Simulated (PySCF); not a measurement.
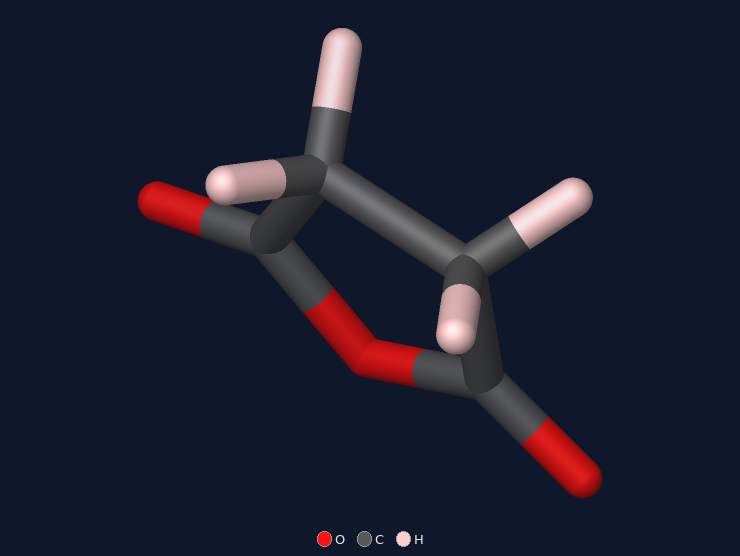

The picture shows a molecular structure as a stick model. Every bond is drawn as one stick, whatever its order.

Give the formula.

C4H4O3, 11 atoms: 4 carbon, 4 hydrogen and 3 oxygen.

How many bonds of each kind are drawn?

4 C–O, 4 C–H, 3 C–C.

What is its SMILES?

O=C1CCC(=O)O1

How many atoms are distinct by symmetry?

5: 2 O, 2 C, 2 C, 1 O, 4 H.

The parts below concern this one geometry. Atoms keep their numbers from picture to picture. Computed geometry: PBE0-D3(BJ)/def2-TZVP optimisation. No frequency run is at hand to confirm it as a minimum.

Geometry

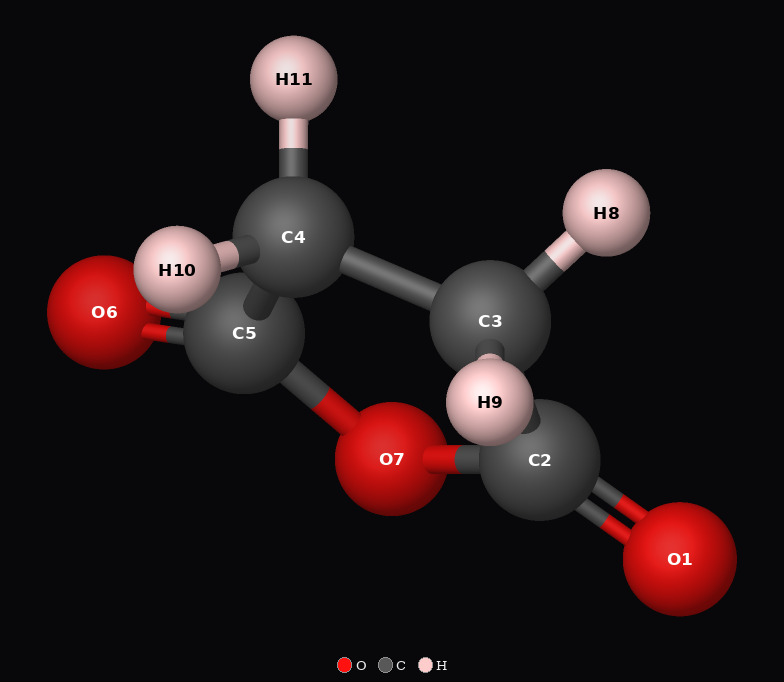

Atoms carry their numbers in the input. No frequency run is at hand to confirm it as a minimum.

Give the bond lengths.

```json
{"bond": "O1–C2", "length (Å)": "1.185", "order": "double"}
{"bond": "C2–C3", "length (Å)": "1.509", "order": "single"}
{"bond": "C2–O7", "length (Å)": "1.376", "order": "single"}
{"bond": "C3–C4", "length (Å)": "1.517", "order": "single"}
{"bond": "C3–H8", "length (Å)": "1.091", "order": "single"}
{"bond": "C3–H9", "length (Å)": "1.091", "order": "single"}
{"bond": "C4–C5", "length (Å)": "1.509", "order": "single"}
{"bond": "C4–H10", "length (Å)": "1.091", "order": "single"}
{"bond": "C4–H11", "length (Å)": "1.091", "order": "single"}
{"bond": "C5–O6", "length (Å)": "1.185", "order": "double"}
{"bond": "C5–O7", "length (Å)": "1.377", "order": "single"}
```

Ring current

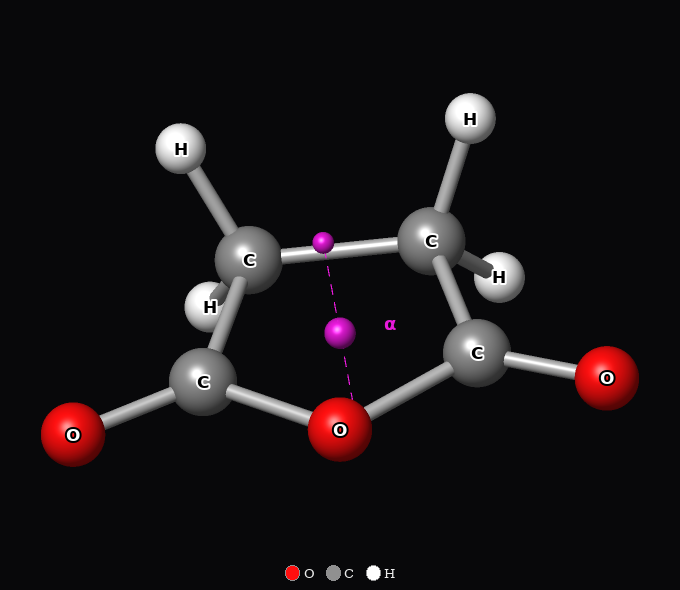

The small points mark where nucleus-independent chemical shifts (NICS) were computed: at the centre of each lettered ring and 1 Å above and below it. No frequency run is at hand to confirm it as a minimum. Properties computed with GIAO PBE0/pcSseg-2 NMR shielding, non-relativistic, gas phase (PySCF 2.14.0).

Give NICS(0), NICS(1) and the out-of-plane component NICS(1)zz for each ring (means of the two sides).

```json
{"ring": "α", "members": "C4O", "NICS(0)": "−0.6", "NICS(1)": "−1.9", "NICS(1)zz": "−3.0"}
```

Values in ppm.

What do the values say about the ring currents?

Ring α: weak, as in a non-aromatic ring. NICS is one index among several.

NMR shielding

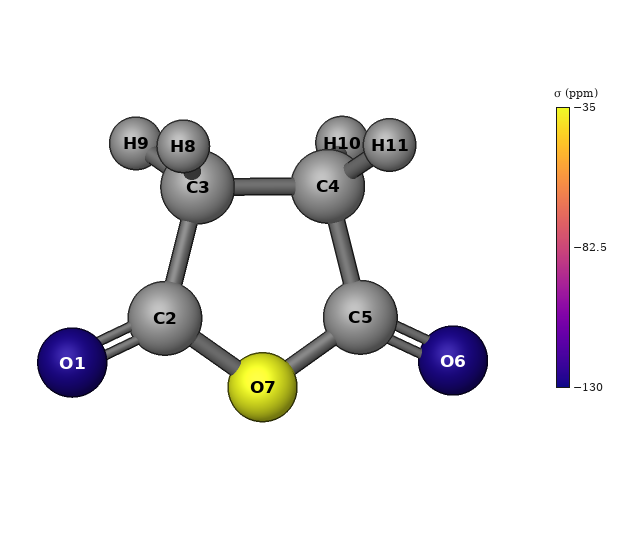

Atoms are coloured by their isotropic NMR shieldings (O only, the others grey). No frequency run is at hand to confirm it as a minimum. Properties computed with GIAO PBE0/pcSseg-2 NMR shielding, non-relativistic, gas phase (PySCF 2.14.0).

Give the isotropic NMR shieldings of the O atoms atom by atom.

| atom | σ (ppm) |
| --- | --- |
| O1 | −127.8 |
| O6 | −127.9 |
| O7 | −35.2 |

Dipole moment

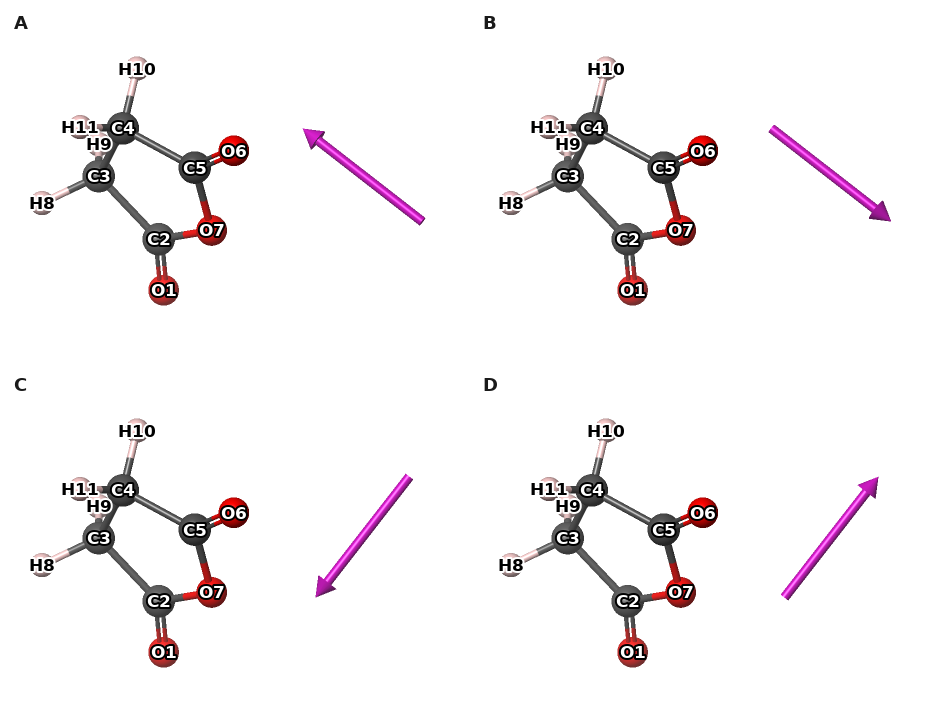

The same molecule four times, each with an arrow. No frequency run is at hand to confirm it as a minimum. Level of theory: ωB97X-D/pcSseg-2 in chloroform (IEF-PCM) (PySCF 2.14.0).

Which arrow points along the dipole moment, from the negative to the positive end?

A. The dipole moment is 5.55 D; it points from the side of O7 to the side of H8, H9, H10, H11 (the outermost atoms at the two ends).
